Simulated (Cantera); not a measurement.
Charge: 1 mol CF4, a varied amount of HCl, held at 3398.15 K and 133 Pa.

Equilibrium computed with Cantera from the NASA thermochemical tables; the gas is ideal and each condensed phase is pure. Candidate condensed phases: C, C6H6, C7H8, C8H18; 118 gas species. The numbers say what is thermodynamically allowed, not how fast it happens.

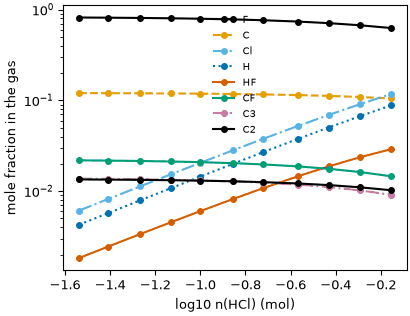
Equilibrium gas composition (values under 1e-9 drawn at 1e-9)

### Question
Read off the mole fractions at 0.039 mol HCl.

### Answer
F about 0.81, C about 0.12, CF about 0.022, C3 about 0.014, C2 about 0.013, Cl about 0.0082, H about 0.0057, HF about 0.0024.
